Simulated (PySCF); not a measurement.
```yaml
atoms:
  - { symbol: C, position_ang: [0.0000, 0.0000, -0.1663] }
  - { symbol: O, position_ang: [0.0000, 0.0000, -1.3267] }
  - { symbol: P, position_ang: [0.0000, 0.0000, 1.4930] }
```

Geometry: B3LYP-D4/def2-TZVP.

Computed with Gaussian-basis quantum chemistry of an isolated molecule with PySCF, energy and nuclear gradient, functional PBE0 (PySCF 2.14.0).

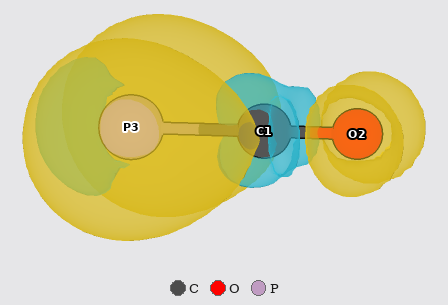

COP (doublet). Isosurfaces of the spin density (α minus β) at +0.015 (yellow) and −0.015 e/Å³ (cyan), seen from one side.

> Describe the spin distribution.

The unpaired spin (1 electron) lies mostly on P3 (about 0.7), O2 (about 0.2) and C1 (about 0.1), in electrons by Hirshfeld's partition.
